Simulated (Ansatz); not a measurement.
Nb (Im-3m): Drude plasma energy against volume

The cell of Nb (Im-3m) is scaled evenly and the response computed anew at each volume, on one mesh.

It takes space group Im-3m (No. 229, cubic). Conventional cell: a = 3.328 Å, b = 3.328 Å, c = 3.328 Å, α = 90.00°, β = 90.00°, γ = 90.00°. Nb on site a is surrounded by 8 Nb at 2.88 Å.

Method: Ansatz 0.2.0, r2SCAN, independent particles, k-mesh 18×18×18 with interpolation inside its cells, Gaussian parameter 0.1 eV.

Launch of the response step: `ansatz run input.yaml --threads 4 --pin off --max-ram 8192MiB --backend cpu --events-out ev --progress --plain --runs-dir out`. The series took 2.5 min in all, on 4 threads of Intel(R) Xeon(R) Processor @ 2.50GHz (Skylake/Cascade Lake), on a shared host.

```
V/V₀  V (Å³, primitive cell)  Drude plasma energy (eV)
0.94                   17.32                         ?
0.96                   17.69                     9.408
0.98                   18.06                     9.207
1.00                   18.43                     9.013
1.02                   18.80                     8.826
1.04                   19.17                     8.646
1.06                   19.53                     8.472
```

For small changes the quantity should be close to linear in ln V.

Working, on the rows shown:

| x = ln(V/V₀) | y = Drude plasma energy |
| --- | --- |
| -0.040822 | 9.408 |
| -0.0202027 | 9.207 |
| 0 | 9.013 |
| 0.0198026 | 8.826 |
| 0.0392207 | 8.646 |
| 0.0582689 | 8.472 |

Means: x̄ = 0.0093779, ȳ = 8.9287. Σ(x − x̄)(y − ȳ) = -0.06492, Σ(x − x̄)² = 0.006873. Slope = -0.06492 / 0.006873 = -9.446; intercept = ȳ − slope · x̄ = 9.0173. The line misses the rows shown by at most 0.0052 eV.

Task: What does the fit predict for the withheld row, and how well does it do?

Result: At x = -0.061875 the line gives y = 9.6017 eV. The run gave 9.615 eV, so the extrapolation is off by 0.013 eV, 1.2 % of the range in the table.

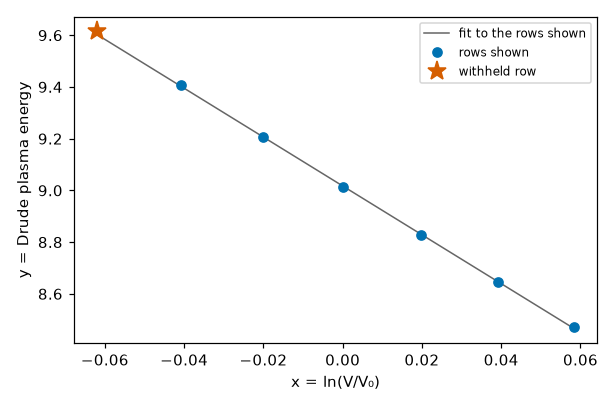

Between the rows on either side of x = 0 the slope is (8.826 − 9.207) / (0.019803 − (-0.020203)) = -9.524. So d ln ωp/d ln V = -1.06; free electrons would give −0.50. The cell comes from an older database entry, whose edges can be off by a per cent or so. The values come from a sum over the points of one k-mesh and carry its error, which is largest for Fermi-surface quantities. Spin-orbit coupling is left out.

[Logs are printed without paths, hosts, clocks, repeated set-up lines and the standing remarks that a program may print on its own settings, such as how far it seeks lower states.]
